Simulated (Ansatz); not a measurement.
## Fields on a plane of TaAs (NbAs type, space group I4_1md)

```yaml
crystal:
  lattice:
    - [-1.73153, 1.73153, 5.86650]
    - [1.73153, -1.73153, 5.86650]
    - [1.73153, 1.73153, -5.86650]
  atoms:
    - { symbol: Ta, position: [0.99912, 0.99912, 0.00000] }
    - { symbol: Ta, position: [0.74912, 0.24912, 0.50000] }
    - { symbol: As, position: [0.41688, 0.41688, 0.00000] }
    - { symbol: As, position: [0.16688, 0.66688, 0.50000] }
```

The slice is a (001) plane (indices of the conventional cell) through the point (0.999, 0.999, 0.000) (fractional), spanned by u = [101] and v = [011] in vectors of this cell: u (3.46 Å) and v (3.46 Å, at 90° to u). It covers one period; positions are fractions (u, v).

Atoms on it: Ta at (0.00, 0.00). Other atoms lie within 1 Å of the plane.

Calculation: PBE (plane waves to 420 eV, PAW, scalar-relativistic; Ansatz, a program for electronic structure). k mesh 19×19×19. Near the nuclei the fields are pseudised (PAW); where an atom keeps semicore shells as valence, they peak there. At this level the bands of TaAs touch or barely overlap. Spin-orbit coupling is left out, though Ta is heavy. TaAs is run without spin polarisation. TaAs was relaxed with its symmetry unable to fall.

```
|xxxxxxxxxx .=#%@@@%#=. xxxxxxxxx|
|xxxxxxxxxx :+#%@@@%#+: xxxxxxxxx|
|xxxxxxxxx  :+#@@@@@#+:  xxxxxxxx|
|xxxxxxxxx  -*#@@@@@#*-  xxxxxxxx|
|xxxxxxxx  .=*%@@@@@%*=.  xxxxxxx|
|xxxxxxxx  -+#%%@@@%%*+-  xxxxxxx|
|xxxxxxx  :=+#%%%%%%%#+=:  xxxxxx|
|xxxxx   .-+*###%%%###*+-.   xxxx|
|xxx    .-=+***********+=-.    xx|
|     .:-=+***+++++++***+=-:.    |
|  .:--=++**++=----==++**++=--:. |
|====++****++=-.. ..-=++****++===|
|****#####*+=:.     .:=+*#####***|
|##%%%%%##*+-.  xxx  .-+*##%%%%%#|
|%%%%%%%%#*+-  xxxxx  -+*#%%%%%%%|
|@@@@@%%%#*=:  xxxxx  :=*#%%%@@@@|
|%%%%%%%%#*+-  xxxxx  -+*#%%%%%%%|
|##%%%%%##*+-.  xxx  .-+*##%%%%%#|
|****#####*+=:.     .:=+*#####***|
|====++****++=:.. ..:=++****++===|
|  .:--=++**++=----==++**++=--:. |
|     .:-=+****+++++****+=-:.    |
|xxx    .-=+***********+=-.    xx|
|xxxxx   .-+*###%%%###*+-.   xxxx|
|xxxxxxx  :=+##%%%%%##+=:  xxxxxx|
|xxxxxxxx  -+#%%@@@%%*+-  xxxxxxx|
|xxxxxxxx  .=*%@@@@@%*=.  xxxxxxx|
|xxxxxxxxx  -*#@@@@@#*-  xxxxxxxx|
|xxxxxxxxx  :+#@@@@@#+:  xxxxxxxx|
|xxxxxxxxxx :+#%@@@%#+: xxxxxxxxx|
|xxxxxxxxxx .=#%@@@%#=. xxxxxxxxx|
|xxxxxxxxxx .=#%@@@%#=. xxxxxxxxx|
```
Scale: ten equal steps from 0.00 (start of ' ') to 8.60 (end of '@'), in the order ' .:-=+*#%@'. Values: electrostatic potential energy of an electron, from the cell's mean, in eV. The map has 32 points along u (one character each, u = 0 at the left) and 32 along v (v = 0 in the bottom row). Points within 1 Å of a nucleus are blanked (x), as the pseudised field means little there. Values under 0 eV are set to 0. The zero, the cell's mean, hangs on the PAW cores.

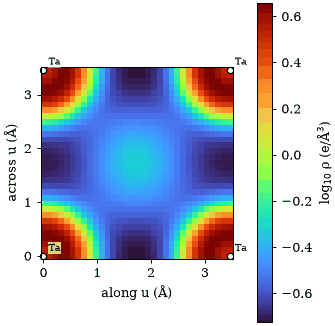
Log₁₀ of the valence density in e/Å³, one period of the plane, atoms marked. The scale is logarithmic, as a density can span decades between atoms and voids.
